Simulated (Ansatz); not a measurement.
Input file:

```
crystal:
  periodic: [false, false, false]
  atoms:
    - symbol: Ge
      position_ang: [-1.169067, 0.152236, 0.636964]
    - symbol: O
      position_ang: [0.089861, -0.530199, -0.852050]
    - symbol: H
      position_ang: [1.056058, -0.385157, -0.857643]
    - symbol: H
      position_ang: [-2.340241, -0.528834, -0.215582]
    - symbol: H
      position_ang: [-0.175109, -1.036976, -1.644620]
basis:
  gaussian:
    orbitals: def2-TZVPD
total_charge: 1
hamiltonian:
  xc: pbe0
output: {forces: true, orbitals: {seedname: orbitals}}
```

Run with:

```sh
ansatz run input.yaml --threads 1 --pin off --max-ram 2610MiB --events-out events.jsonl --progress --plain --runs-dir runs
```

Geometry: B3LYP/6-31G*.

Method: isolated molecule in a Gaussian basis; Kohn-Sham density functional theory, functional PBE0 (Ansatz).

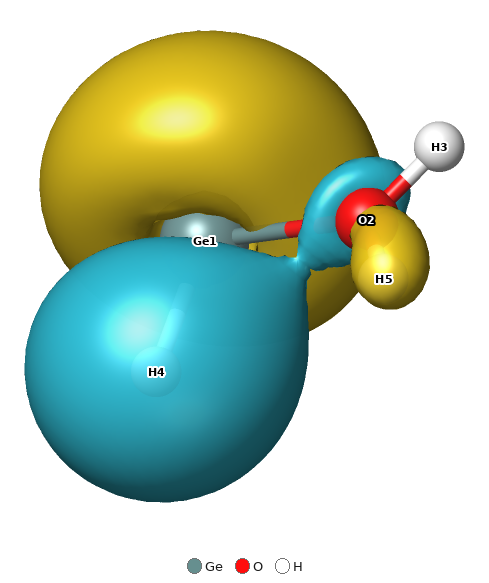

GeH₃O (SMILES [OH2+][GeH]) (charge +1). One frontier orbital at ±0.08 Å⁻³ᐟ² (yellow and cyan are the two phases), seen at an oblique angle.

**Which orbital is it: HOMO or LUMO?**

The HOMO, at −13.40 eV. It lies mainly on Ge1 (about 70 %) and H4 (about 25 %); it is symmetric in the molecular plane (an in-plane orbital: σ, lone-pair or in-plane π type).
